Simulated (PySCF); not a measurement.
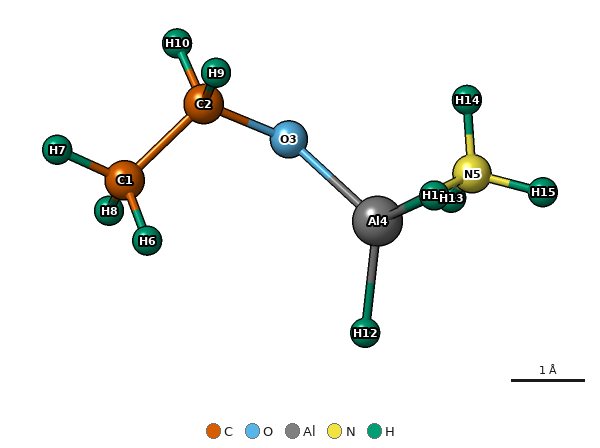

Fig. 1: The structure (ball-and-stick view, seen at a tilt; atoms are numbered from 1 in the order of the input). Sticks mark near contacts. Bond lengths as drawn: Al–H 1.60 to 1.61 Å, Al–N 2.05 Å, Al–O 1.74 Å, C–C 1.52 Å, C–H 1.10 to 1.11 Å, C–O 1.39 Å and H–N 1.02 Å.

**NMR shielding calculation, with input and output: C₂H₁₀AlNO**

C₂H₁₀AlNO, SMILES CC[O][AlH2-][NH3+], computed with GIAO BLYP/pcSseg-1 NMR shielding, non-relativistic, gas phase (PySCF 2.14.0).

The geometry comes from this level: PBE0-D3(BJ)/def2-SVP. Figures and captions count atoms from 1; the log counts them from 0 in places.

What the program printed:
```
coarse grid: 12144 points
cycle   1  E = -454.3250950514  dE =  1.831e-01  |g| = 1.015e+00  |ddm| = 3.208e+00
cycle   2  E = -452.2383995480  dE =  2.087e+00  |g| = 2.911e+00  |ddm| = 5.708e+00
cycle   3  E = -454.4790272295  dE = -2.241e+00  |g| = 4.722e-01  |ddm| = 5.464e+00
cycle   4  E = -454.5203018716  dE = -4.127e-02  |g| = 2.463e-01  |ddm| = 5.646e-01
cycle   5  E = -454.5318940154  dE = -1.159e-02  |g| = 4.729e-02  |ddm| = 1.860e-01
cycle   6  E = -454.5324640733  dE = -5.701e-04  |g| = 1.729e-02  |ddm| = 6.759e-02
cycle   7  E = -454.5325256205  dE = -6.155e-05  |g| = 5.191e-03  |ddm| = 1.436e-02
cycle   8  E = -454.5325319146  dE = -6.294e-06  |g| = 7.694e-04  |ddm| = 4.640e-03
final grid: 110232 points
cycle   9  E = -454.5839681669  dE = -2.625e-05  |g| = 1.095e-02  |ddm| = 1.973e-02
cycle  10  E = -454.5839106248  dE =  5.754e-05  |g| = 2.028e-02  |ddm| = 1.913e-02
cycle  11  E = -454.5839917250  dE = -8.110e-05  |g| = 2.087e-03  |ddm| = 1.343e-02
cycle  12  E = -454.5839925846  dE = -8.596e-07  |g| = 2.569e-04  |ddm| = 2.196e-03
cycle  13  E = -454.5839925948  dE = -1.022e-08  |g| = 1.026e-04  |ddm| = 2.280e-04
cycle  14  E = -454.5839925970  dE = -2.253e-09  |g| = 2.277e-05  |ddm| = 8.527e-05
cycle  15  E = -454.5839925972  dE = -1.178e-10  |g| = 3.436e-06  |ddm| = 2.300e-05
```

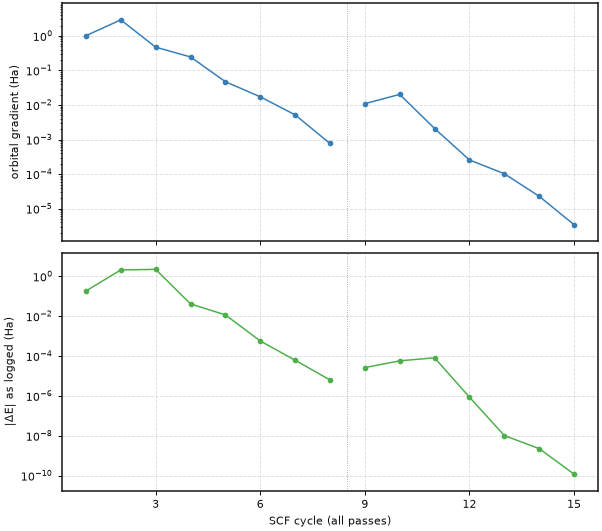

Fig. 2: Convergence of the self-consistent field: orbital gradient and size of the energy change against the SCF cycle. The dotted line marks the change from a coarse to the final integration grid. The first 8 cycles use a coarse grid, the final grid takes over at cycle 9, and the field converges after 15 cycles in all.

```
converged SCF energy = -454.5839925972

GIAO shielding tensors (ppm)
atom      isotropic    diamagn.    paramagn.     s11        s22        s33       span
  0 C      148.963     247.308     -98.344    129.992    143.737    173.161     43.168
  1 C      108.927     238.234    -129.307     80.196     93.301    153.285     73.089
  2 O      253.767     401.531    -147.764    200.412    248.679    312.210    111.798
  3 Al     431.209     797.022    -365.813    387.773    443.270    462.583     74.810
  4 N      222.272     315.291     -93.020    213.418    217.742    235.655     22.237
  5 H       30.292      30.805      -0.513     27.591     29.236     34.048      6.457
  6 H       30.276      27.585       2.691     27.132     27.590     36.107      8.975
  7 H       29.952      30.197      -0.245     27.477     28.296     34.084      6.608
  8 H       27.106      29.314      -2.208     22.257     27.065     31.995      9.738
  9 H       27.341      28.882      -1.541     22.090     27.430     32.503     10.413
 10 H       27.177      30.562      -3.385     24.352     25.164     32.016      7.664
 11 H       27.169      30.855      -3.686     24.270     25.376     31.860      7.589
 12 H       29.498      30.263      -0.765     24.208     26.001     38.285     14.076
 13 H       29.597      30.717      -1.120     24.018     27.028     37.746     13.728
 14 H       29.933      28.002       1.931     24.662     25.107     40.031     15.369
```

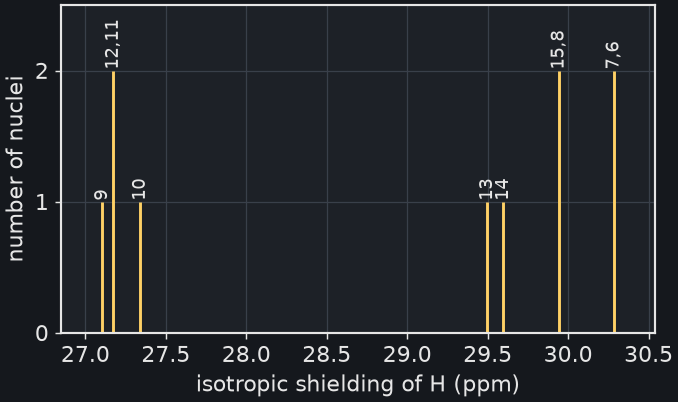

Fig. 3: Isotropic shieldings of the hydrogen nuclei in this fixed geometry, labelled by atom number; shielding grows to the right, so chemical shift grows to the left. The least shielded is H9 (27.1 ppm), the most shielded H6 (30.3 ppm).

This output came from the following input.

The input:
```
{"job": {"kind": "nmr", "xc": "BLYP", "basis": "pcSseg-1", "pop": false}, "charge": 0, "multiplicity": 1}
C      2.288519    -0.312315    -0.711119
C      1.404030    -0.580656     0.494606
O      0.057523    -0.389218     0.230058
Al    -0.949917     0.988160    -0.120970
N     -2.657573    -0.077502     0.252231
H      2.193573     0.734454    -1.044276
H      3.349339    -0.499906    -0.480060
H      1.996865    -0.958023    -1.554017
H      1.743649     0.056169     1.339403
H      1.561686    -1.626224     0.825927
H     -1.014529     2.136407     1.000902
H     -1.164916     1.398490    -1.657026
H     -2.842950    -0.732438    -0.508710
H     -2.475999    -0.634090     1.089647
H     -3.501191     0.474916     0.407003
```

The first line tells a small driver script what to run in PySCF; the rest is the geometry in Å.

Launch command:
```bash
OMP_NUM_THREADS=1 python <driver script> task.json out
```

Results in brief:

| quantity | value |
| --- | --- |
| outcome | converged |
| total energy | −454.583993 hartree |
| HOMO | −5.17 eV |
| LUMO | −0.73 eV |
| dipole moment | 4.68 D |
| isotropic shielding, C | 108.9 to 149.0 ppm |
| isotropic shielding, O | 253.8 ppm |
| isotropic shielding, Al | 431.2 ppm |
| isotropic shielding, N | 222.3 ppm |
| isotropic shielding, H | 27.1 to 30.3 ppm |
| hardware | 1 CPU thread, shared host |
| wall time | 17 s |
| peak memory | 0.75 GiB |
